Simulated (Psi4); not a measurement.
# PBE0/def2-TZVP run of GeNH3 (SMILES [NH2][GeH])

Aim: the energy change on altering one bond length of GeNH3 at PBE0/def2-TZVP, from 2 runs. The job is set up through a QCSchema input.

The results are computed with Psi4 1.11.

## 1. The molecule

GeNH3: 5 atoms, total charge 0, spin state singlet. SMILES: `[NH2][GeH]`. The shape is that of a PBE0-D4/def2-TZVP optimisation. This is one conformer, not always the lowest.

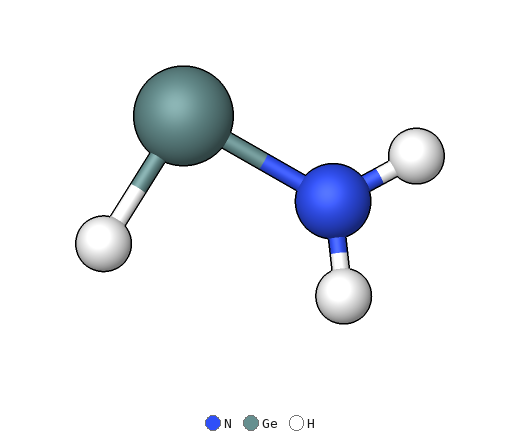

The structure, seen from a chosen angle (nitrogen blue, germanium teal, hydrogen white).

## 2. Energy and forces at PBE0/def2-TZVP

Input file input.json:

```json
{
 "schema_name": "qcschema_input",
 "schema_version": 1,
 "molecule": {
  "schema_name": "qcschema_molecule",
  "schema_version": 2,
  "symbols": ["N", "Ge", "H", "H", "H"],
  "geometry": [-0.15892597, -1.13799307, 0.18405932, 1.86856119, 1.61269227, 0.49095085, 0.34128454, -2.83836864, 0.87928957, -1.86138023, -1.17181917, -0.66612846, -0.09505322, 3.39621579, -0.96621697],
  "molecular_charge": 0,
  "molecular_multiplicity": 1,
  "fix_symmetry": "c1",
  "fix_com": true,
  "fix_orientation": true
 },
 "driver": "gradient",
 "model": {
  "method": "pbe0",
  "basis": "def2-TZVP"
 },
 "keywords": {
  "puream": true,
  "e_convergence": 1e-09,
  "d_convergence": 1e-08,
  "scf_type": "pk",
  "dft_radial_points": 99,
  "dft_spherical_points": 590
 }
}
```

Command:

```bash
psi4 --qcschema input.json -n 1 --memory 1600MB
```

stdout:

```text
[...]
  Running in c1 symmetry.
[...]
  Nuclear repulsion =   98.834761047303033
[...]
  Multiplicity = 1
[...]
  Nalpha       = 21
  Nbeta        = 21
[...]
    Number of basis functions: 97
[...]
   @RKS iter   1: -2131.70345907147930   -2.09483e+00   3.13167e-02 DIIS/ADIIS
[...]
   @RKS iter  11: -2133.24446595079826   -1.13687e-11   9.82063e-09 DIIS
[...]
    Orbital Energies [Eh]
    ---------------------
    Doubly Occupied:
       1A   -399.081485     2A    -49.897758     3A    -44.380304
       4A    -44.377817     5A    -44.376663     6A    -14.381264
       7A     -6.265206     8A     -4.425231     9A     -4.418050
      10A     -4.413853    11A     -1.221028    12A     -1.218097
      13A     -1.214378    14A     -1.212482    15A     -1.208354
      16A     -0.870725    17A     -0.532017    18A     -0.510976
      19A     -0.359555    20A     -0.297006    21A     -0.240471
[...]
  @RKS Final Energy: -2133.24446595079826
   => Energetics <=
    Nuclear Repulsion Energy =             98.8347610473030329
    One-Electron Energy =               -3168.4919343465808197
    Two-Electron Energy =                1001.8930508936805381
    DFT Exchange-Correlation Energy =     -65.4803435452006823
    Empirical Dispersion Energy =           0.0000000000000000
    VV10 Nonlocal Energy =                  0.0000000000000000
    Total Energy =                      -2133.2444659507982578
[...]
 Multipole Moments:
 ------------------------------------------------------------------------------------
     Multipole            Electronic (a.u.)      Nuclear  (a.u.)        Total (a.u.)
 ------------------------------------------------------------------------------------
 L = 1.  Multiply by 2.5417464519 to convert [e a0] to [Debye]
 Dipole X            :        -57.3898104           57.0663274           -0.3234831
 Dipole Y            :        -43.5450260           43.0262291           -0.5187968
 Dipole Z            :        -16.2737669           16.2457866           -0.0279803
 Magnitude           :                                                    0.6120248
[...]
  -Total Gradient:
     Atom            X                  Y                   Z
    ------   -----------------  -----------------  -----------------
       1       -0.000018304607     0.000032514210    -0.000018260736
       2       -0.000029189938    -0.000059559113     0.000014085659
       3       -0.000002627342     0.000000723446    -0.000013570288
       4        0.000070744411     0.000029661907     0.000039786360
       5       -0.000020670703    -0.000004856406    -0.000021669761
[...]
```

The result, in JSON:

```text
{
 "driver": "gradient",
 "model": {
  "method": "pbe0",
  "basis": "def2-TZVP"
 },
 "success": true,
 "return_result": [-1.8304606870182816e-05, 3.251421002539723e-05, -1.8260735789987076e-05, -2.918993799497227e-05, -5.95591128779438e-05, 1.4085659497883873e-05, -2.627341808975059e-06, 7.234456337601447e-07, -1.3570288354095017e-05, 7.074441071711068e-05, 2.9661907494862947e-05, 3.9786359592078324e-05, -2.067070254783976e-05, -4.856406365751076e-06, -2.1669760764987667e-05],
 "properties": {
  "calcinfo_nbasis": 97,
  "calcinfo_nmo": 97,
  "calcinfo_nalpha": 21,
  "calcinfo_nbeta": 21,
  "calcinfo_natom": 5,
  "nuclear_repulsion_energy": 98.83476104730303,
  "return_energy": -2133.2444659507983,
  "return_gradient": [-1.8304606870182816e-05, 3.251421002539723e-05, -1.8260735789987076e-05, -2.918993799497227e-05, -5.95591128779438e-05, 1.4085659497883873e-05, -2.627341808975059e-06, 7.234456337601447e-07, -1.3570288354095017e-05, 7.074441071711068e-05, 2.9661907494862947e-05, 3.9786359592078324e-05, -2.067070254783976e-05, -4.856406365751076e-06, -2.1669760764987667e-05],
  "scf_one_electron_energy": -3168.491934346581,
  "scf_two_electron_energy": 1001.8930508936805,
  "scf_xc_energy": -65.48034354520068,
  "scf_dipole_moment": [-0.3234830634575445, -0.5187968368620233, -0.02798033250801879],
  "scf_total_energy": -2133.2444659507983,
  "scf_total_gradient": [-1.8304606870182816e-05, 3.251421002539723e-05, -1.8260735789987076e-05, -2.918993799497227e-05, -5.95591128779438e-05, 1.4085659497883873e-05, -2.627341808975059e-06, 7.234456337601447e-07, -1.3570288354095017e-05, 7.074441071711068e-05, 2.9661907494862947e-05, 3.9786359592078324e-05, -2.067070254783976e-05, -4.856406365751076e-06, -2.1669760764987667e-05],
  "scf_iterations": 11
 }
}
```

Run time: 16 s. Hardware: 1 thread of Intel Xeon 6975P-C (Granite Rapids), shared host; peak memory 0.76 GiB.

## 3. The distorted shape, same level

Input file input.json:

```json
{
 "schema_name": "qcschema_input",
 "schema_version": 1,
 "molecule": {
  "schema_name": "qcschema_molecule",
  "schema_version": 2,
  "symbols": ["N", "Ge", "H", "H", "H"],
  "geometry": [-0.46305471, -1.55060343, 0.1380256, 1.86856119, 1.61269227, 0.49095085, 0.0371558, -3.250979, 0.83325584, -2.16550898, -1.58442953, -0.71216219, -0.09505322, 3.39621579, -0.96621697],
  "molecular_charge": 0,
  "molecular_multiplicity": 1,
  "fix_symmetry": "c1",
  "fix_com": true,
  "fix_orientation": true
 },
 "driver": "gradient",
 "model": {
  "method": "pbe0",
  "basis": "def2-TZVP"
 },
 "keywords": {
  "puream": true,
  "e_convergence": 1e-09,
  "d_convergence": 1e-08,
  "scf_type": "pk",
  "dft_radial_points": 99,
  "dft_spherical_points": 590,
  "scf_properties": ["QUADRUPOLE", "WIBERG_LOWDIN_INDICES", "MULLIKEN_CHARGES"]
 }
}
```

Command:

```bash
psi4 --qcschema input.json -n 1 --memory 1600MB
```

stdout:

```text
[...]
  Running in c1 symmetry.
[...]
  Nuclear repulsion =   88.921773795876717
[...]
  Multiplicity = 1
[...]
  Nalpha       = 21
  Nbeta        = 21
[...]
    Number of basis functions: 97
[...]
   @RKS iter   1: -2131.72590350478595   -2.39131e+00   3.09967e-02 ADIIS/DIIS
[...]
   @RKS iter  11: -2133.22213237788492   -3.22871e-11   9.78758e-09 DIIS
[...]
  @RKS Final Energy: -2133.22213237788492
   => Energetics <=
    Nuclear Repulsion Energy =             88.9217737958767174
    One-Electron Energy =               -3148.2847584631713289
    Two-Electron Energy =                 991.5646547625148060
    DFT Exchange-Correlation Energy =     -65.4238024731046863
    Empirical Dispersion Energy =           0.0000000000000000
    VV10 Nonlocal Energy =                  0.0000000000000000
    Total Energy =                      -2133.2221323778849182
[...]
 Multipole Moments:
 ------------------------------------------------------------------------------------
     Multipole            Electronic (a.u.)      Nuclear  (a.u.)        Total (a.u.)
 ------------------------------------------------------------------------------------
 L = 1.  Multiply by 2.5417464519 to convert [e a0] to [Debye]
 Dipole X            :        -54.3630799           54.3291687           -0.0339112
 Dipole Y            :        -39.4126679           39.3127359           -0.0999320
 Dipole Z            :        -15.8224428           15.8314831            0.0090403
 Magnitude           :                                                    0.1059155
 L = 2.  Multiply by 1.3450342976 to convert [e a0^2] to [Debye ang]
 Quadrupole XX       :       -136.3349968          117.9294519          -18.4055449
 Quadrupole XY       :       -103.5605394          104.4428359            0.8822965
[...]
  Mulliken Charges: (a.u.)
   Center  Symbol    Alpha    Beta     Spin     Total
       1     N     3.87083  3.87083  0.00000 -0.74166
       2    GE    15.85540 15.85540  0.00000  0.28920
       3     H     0.37883  0.37883  0.00000  0.24234
       4     H     0.37588  0.37588  0.00000  0.24823
       5     H     0.51906  0.51906  0.00000 -0.03811
   Total alpha = 21.00000, Total beta = 21.00000, Total charge =  0.00000
  Wiberg Bond Indices using Orthogonal Lowdin Orbitals:
[...]
  -Total Gradient:
     Atom            X                  Y                   Z
    ------   -----------------  -----------------  -----------------
       1       -0.037969246199    -0.053065587545    -0.005341482124
       2        0.039144006922     0.054694211310     0.005520539236
       3       -0.002095236175    -0.001211054705    -0.000751142000
       4       -0.000078165104    -0.002687144430     0.000668825374
       5        0.000999202200     0.002270516647    -0.000096702716
[...]
```

The result, in JSON:

```text
{
 "driver": "gradient",
 "model": {
  "method": "pbe0",
  "basis": "def2-TZVP"
 },
 "success": true,
 "return_result": [-0.03796924619927941, -0.053065587545028964, -0.005341482123747717, 0.0391440069217589, 0.05469421130999028, 0.005520539236119226, -0.0020952361748550405, -0.001211054704653547, -0.0007511419996285573, -7.816510365338258e-05, -0.002687144429923909, 0.0006688253739865896, 0.0009992022003856363, 0.002270516647415101, -9.670271557642857e-05],
 "properties": {
  "calcinfo_nbasis": 97,
  "calcinfo_nmo": 97,
  "calcinfo_nalpha": 21,
  "calcinfo_nbeta": 21,
  "calcinfo_natom": 5,
  "nuclear_repulsion_energy": 88.92177379587672,
  "return_energy": -2133.222132377885,
  "return_gradient": [-0.03796924619927941, -0.053065587545028964, -0.005341482123747717, 0.0391440069217589, 0.05469421130999028, 0.005520539236119226, -0.0020952361748550405, -0.001211054704653547, -0.0007511419996285573, -7.816510365338258e-05, -0.002687144429923909, 0.0006688253739865896, 0.0009992022003856363, 0.002270516647415101, -9.670271557642857e-05],
  "scf_one_electron_energy": -3148.2847584631713,
  "scf_two_electron_energy": 991.5646547625148,
  "scf_xc_energy": -65.42380247310469,
  "scf_dipole_moment": [-0.033911235926659344, -0.09993200087600229, 0.009040260897650754],
  "scf_total_energy": -2133.222132377885,
  "scf_total_gradient": [-0.03796924619927941, -0.053065587545028964, -0.005341482123747717, 0.0391440069217589, 0.05469421130999028, 0.005520539236119226, -0.0020952361748550405, -0.001211054704653547, -0.0007511419996285573, -7.816510365338258e-05, -0.002687144429923909, 0.0006688253739865896, 0.0009992022003856363, 0.002270516647415101, -9.670271557642857e-05],
  "scf_iterations": 11
 }
}
```

Wall time 16 s (1 thread of Intel Xeon 6975P-C (Granite Rapids), shared host); peak memory 0.74 GiB.

## 4. Outcome

At PBE0/def2-TZVP:

```
                                                          quantity           value
                                         first shape: total energy  -2133.24447 Eh
                                        first shape: dipole moment          1.56 D
                                          first shape: HOMO energy        -6.54 eV
                                          first shape: LUMO energy        -1.62 eV
                                        first shape: HOMO–LUMO gap         4.92 eV
                             first shape: largest force on an atom      0.004 eV/Å
                                     distorted shape: total energy  -2133.22213 Eh
                                    distorted shape: dipole moment          0.27 D
                                      distorted shape: HOMO energy        -7.01 eV
                                      distorted shape: LUMO energy        -2.23 eV
                                    distorted shape: HOMO–LUMO gap         4.78 eV
                         distorted shape: largest force on an atom      3.470 eV/Å
energy change with the N1–Ge2 bond stretched from 1.816 to 2.088 Å        0.608 eV
```

What this shows: With the N1–Ge2 bond stretched from 1.816 to 2.088 Å the energy rises by 0.61 eV (58.6 kJ/mol). Mulliken charges (distorted shape) run from -0.74 on N1 to +0.29 on Ge2.
